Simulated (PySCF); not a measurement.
System: BGeH₇O₂Si (SMILES OB(O)[SiH2][GeH3]).

```csv
atom,x (Å),y (Å),z (Å)
O,-0.6949,0.2573,1.4072
B,-1.3481,0.1705,0.2208
O,-2.6861,0.2776,0.0958
Si,-0.0901,-0.1283,-1.2540
Ge,1.9377,-0.2268,-0.0837
H,-1.1842,0.4021,2.2211
H,-3.2091,0.4236,0.8890
H,-0.0036,0.9315,-2.2720
H,-0.2547,-1.3629,-2.0375
H,2.3433,1.0437,0.6112
H,3.1876,-0.5606,-0.8596
H,2.0035,-1.2284,1.0358
```

Geometry: GFN2-xTB.

Computed with PBE0/def2-SVPD, SCF density, gas phase in PySCF 2.14.0.

### What can the converged electron density and electron localisation function tell about the bonding?

B–O (1.35 Å): the density is about 2.2 e/Å³ at the midpoint; the ELF peaks at about 0.90 between the atoms (a polar covalent bond).
Si–B (1.96 Å): ρ is about 0.86 e/Å³ halfway; the ELF peaks at about 1 between the atoms (a shared electron pair).
Si–Ge (2.34 Å): ρ is about 0.63 e/Å³ halfway; the ELF peaks at about 0.95 between the atoms; localised, covalent bonding.
O–H (0.96 Å): ρ is about 3.7 e/Å³ halfway; the ELF climbs to about 1 towards the hydrogen, as it does in any bond to H (a covalent bond by its length).

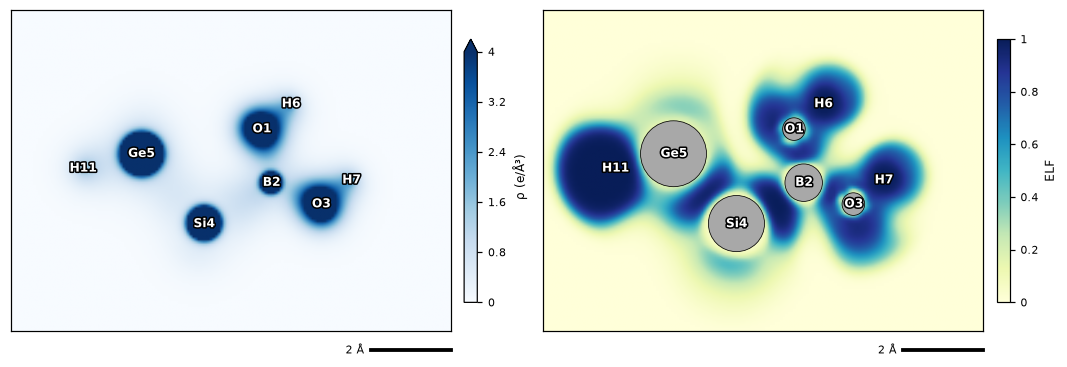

Computed electron density and electron localisation function on the plane of atoms B2, O1 and H6, in this order. Grey discs cover the atomic cores in the ELF map. 
